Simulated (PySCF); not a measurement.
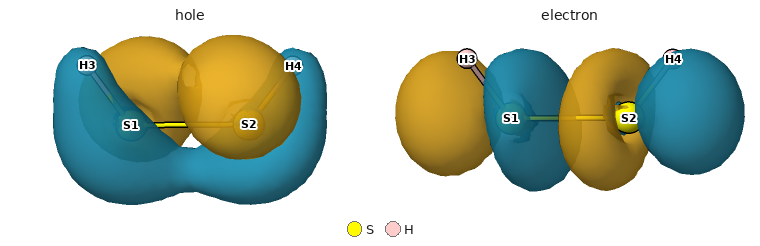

*H₂S₂, SMILES `SS`. Leading natural transition orbital pair of S₂ (full linear response singlet states); the surfaces enclose about 70 % of each orbital's density.*

PySCF calculation, B3LYP/cc-pVTZ, gas phase; geometry: GFN2-xTB. No frequency check shows the geometry to be a minimum. GFN2-xTB bond lengths at metals and heavier atoms can be off by up to 0.1 Å and shapes distorted, which carries into these values. Without diffuse functions Rydberg states are missing, so the states' numbers hold for this basis only.

Cartesian coordinates (Å):

```
S1       1.0201   -0.0704   -0.0522
S2      -1.0201    0.0704   -0.0522
H3       1.2771    0.8998    0.8356
H4      -1.2771   -0.8998    0.8356
```

Q: Give its energy and the atoms that hole and electron lie on.

A: 5.01 eV (248 nm), f = 0.010, partly diffuse acceptor orbital, which a basis without diffuse functions describes poorly; the leading pair carries 99 %; hole on S1 and S2 (46 % each), electron on S1 and S2 (46 % each) (atom shares of so diffuse an orbital are rough); their centroids lie 0.1 Å apart. In canonical orbitals it is mainly HOMO−1 → LUMO (98 %). The HOMO–LUMO gap is 6.07 eV.
